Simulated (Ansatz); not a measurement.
Bands of a (8,0) black phosphorus nanotube, along its axis.

The numbers are results of PBE (plane waves to 420 eV, PAW; Ansatz, a program for electronic structure), not measurements. Mesh 1×1×10. No spin polarisation. One-dimensional cell, images about 11 Å apart. A hypothetical model, rolled from the flat sheet. Symmetry and one short period hold its shape; lower forms weren't sought.

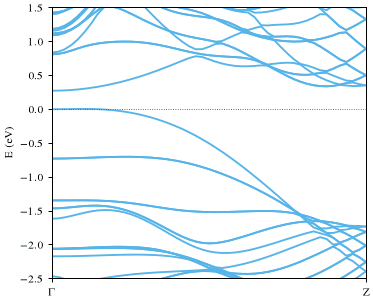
*Bands from the zone centre to the zone edge (period 3.30 Å); the dotted line marks the highest filled level*

### Question
Is it a metal or a semiconductor at this level? Give what the bands show.

### Answer
A semiconductor in PBE.
```
Property                                               Value
--------  --------------------------------------------------
PBE gap   0.27 eV, nearly direct, from k = 0.052 × 2π/c to Γ
```
